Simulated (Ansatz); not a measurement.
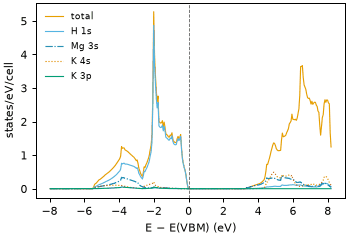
Figure: Total and projected density of states of KMgH3 (cubic perovskite, Pm-3m), r²SCAN (plane waves, PAW; program Ansatz)

**Question.** Which orbitals carry the states next to the gap?

**Answer.** Top 1 eV of the valence band: H 1s 96 %. Bottom 1 eV of the conduction band: Mg 3s 84 %, H 1s 8 %, outside the projected shells 6 %. Projections are on Löwdin-orthogonalised atomic valence shells; empty p or d shells of many metals are not among them.

**Question.** Where is the tallest occupied peak in this window, and what makes it?

**Answer.** Near -2.0 eV, about 5.3 states/eV per cell; the largest projected share is H 1s.

The workflow started from a Materials Project entry (that database holds measured and hypothetical structures alike); the Crystallography Open Database files this formula in space group No. 221, but the cells were not matched. Its standing as an ambient phase is unchecked. The cell was relaxed with r²SCAN under the symmetry of its start; whether a distortion lowers the energy is not shown.

Potentials: the later of the program's two PAW sets.
